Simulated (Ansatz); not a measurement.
Base system: Nb in the bcc (W type) structure (space group Im-3m, No. 229; a = 3.3027 Å).

Structures relaxed with r2SCAN in Ansatz (plane waves to 500 eV, PAW, spin-orbit coupling left out).

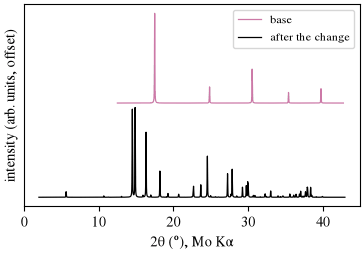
Fig. 1. Simulated powder patterns before (top) and after one change

Task: Which change produced these results?
(A) x(Y) = 0.75, 4 atoms, P2/m
(B) x(Y) = 0.5, 4 atoms, Cmme
(C) x(Y) = 0.75, 4 atoms, Cmmm

Result: A, x(Y) = 0.75, 4 atoms, P2/m. Its volume per atom is 28.07 Å³ against 18.01 Å³, and its space group is Pmmm (No. 47).

These are small ordered cells, not random alloys; other orderings at the same x differ. Stability against distortions was not tested. All final runs are without spin polarisation. Under x(Y) = 0.75, 4 atoms, P2/m the cell changed shape so far that it is another structure.

Ansatz is a quantum-chemistry and plane-wave program.
